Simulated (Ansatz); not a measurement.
**Two runs on CH3ClF2Ge**

System: CH3ClF2Ge, SMILES [CH3][Ge]([F])([F])[Cl].
Method of run A: RKS SPW92/def2-TZVPP (Ansatz 0.2.0).

The geometry comes from this level: PBE0-D4/def2-TZVP. Text and figures count atoms from 1; the logs count them from 0 in places.

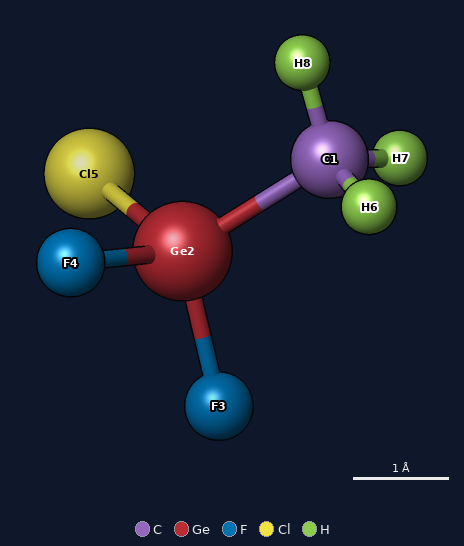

Figure 1. The structure as given in the input (ball-and-stick view, seen at a tilt; atoms are numbered from 1 in the order of the input). Sticks mark near contacts. Bond lengths as drawn: Cl–Ge 2.12 Å, C–Ge 1.92 Å, C–H 1.09 Å and F–Ge 1.72 Å.

**Input file, run A**
```yaml
crystal:
  periodic: [false, false, false]
  atoms:
    - {symbol: C, position_ang: [-0.896475, -0.291987, 0.532497]}
    - {symbol: Ge, position_ang: [0.702512, 0.159053, -0.421764]}
    - {symbol: F, position_ang: [2.080762, -0.608726, 0.261137]}
    - {symbol: F, position_ang: [0.652282, -0.415555, -2.041248]}
    - {symbol: Cl, position_ang: [1.136682, 2.231936, -0.517523]}
    - {symbol: H, position_ang: [-1.027603, -1.373635, 0.509478]}
    - {symbol: H, position_ang: [-0.807930, 0.047991, 1.563751]}
    - {symbol: H, position_ang: [-1.748129, 0.194025, 0.057769]}
basis:
  gaussian: {orbitals: def2-TZVPP}
hamiltonian: {xc: lda}
output: {orbitals: {seedname: orbitals}}
```

Hardware: 4 CPU threads, shared host.

**Output (run A)**
```
Functional definition: SPW92
  exchange = slater_x
  correlation = pw_c
1321 factors; their error is unknown
mean field evaluation 1: about -75384.9255 eV, gradient 8.2e1 eV
mean field evaluation 2: about -75359.9610 eV, gradient 1.4e2 eV
mean field evaluation 4: about -75396.4033 eV, gradient 1.2e1 eV
mean field evaluation 8: about -75396.6805 eV, gradient 2.6e-1 eV
mean field evaluation 16: about -75396.6531 eV, gradient 1.9e-4 eV
mean field -75396.65305186 eV, -2770.7758939688 hartree, gradient 7.8e-5 eV, S^2 0.000000; 0 other end points of the search recorded, 0 dependent functions left out
reference -75396.65308387 eV, -2770.7758951452 hartree; 38, 38 occupied and 187, 187 virtual orbitals, 1321 factors
Total energy: -75396.65308387 eV, -2770.7758951452 hartree
```

The input of run B differs as follows (lines with − go, lines with + come):
```diff
-hamiltonian: {xc: lda}
+hamiltonian: {xc: pbe0, dispersion: d4}
```

How does run B compare with run A?

The total energies belong to different models, so their difference says nothing on which is more stable or more accurate. The HOMO goes from −8.33 to −9.63 eV. The LUMO goes from −1.79 to −0.40 eV.

**Output (run B)**
```
Functional definition: PBE0
  parameter a = 0.25
  parameter kappa = 0.804
  parameter beta = 0.06672455060314922
  exchange = (1 - a)*pbe_x(kappa = kappa, mu = beta*pi^2/3) + a*exact_x
  correlation = pbe_c(beta = beta)
1395 factors; their error is unknown
mean field evaluation 1: about -75542.3636 eV, gradient 6.6e1 eV
mean field evaluation 2: about -75536.5046 eV, gradient 9.2e1 eV
mean field evaluation 4: about -75549.7181 eV, gradient 3.1e0 eV
mean field evaluation 8: about -75550.0534 eV, gradient 5.4e-2 eV
mean field -75550.05341924 eV, -2776.4132534917 hartree, gradient 5.1e-5 eV, S^2 0.000000; 0 other end points of the search recorded, 0 dependent functions left out
reference -75550.05344477 eV, -2776.4132544298 hartree; 38, 38 occupied and 187, 187 virtual orbitals, 1395 factors
Total energy: -75550.20485237 eV, -2776.4188185565 hartree
```

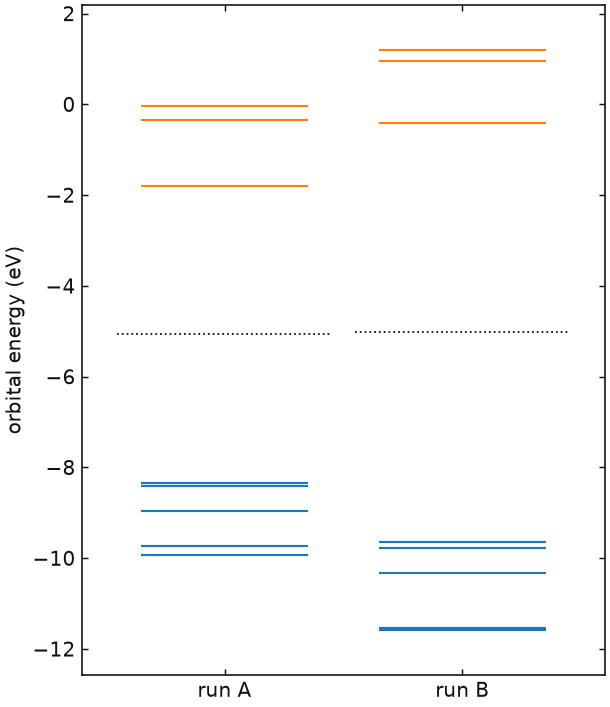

Figure 2. The five highest filled and three lowest empty orbital energies of the two runs; the dotted lines part filled from empty levels. The HOMO–LUMO gap is 6.54 eV in run A and 9.23 eV in run B.

**The two runs side by side**

```csv
quantity,run A,run B
outcome,converged,converged
total energy (hartree),−2770.775895,−2776.418819
HOMO (eV),−8.33,−9.63
LUMO (eV),−1.79,−0.40
basis functions,225,225
wall time (shared host),9.5 s,7.5 s
```
